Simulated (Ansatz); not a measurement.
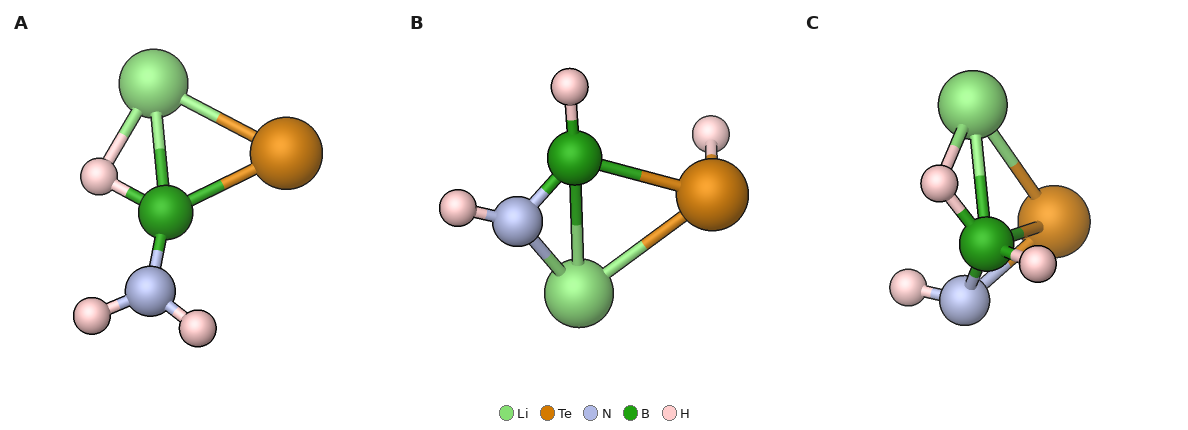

3 stationary structures of one formula. Geometries: PBE0-D4/def2-TZVP. Electronic energies: RHF-CCSD(T) (frozen core)/def2-TZVPP (Ansatz 0.2.0), without zero-point energy. No frequency run is at hand to confirm each as a minimum. Each is one conformer, not always the lowest.

Which is lowest in energy, and by how much?

Answer. A is lowest (Cs); B lies 60.7 kJ/mol above it (C1), C lies 169.1 kJ/mol above it (C1).
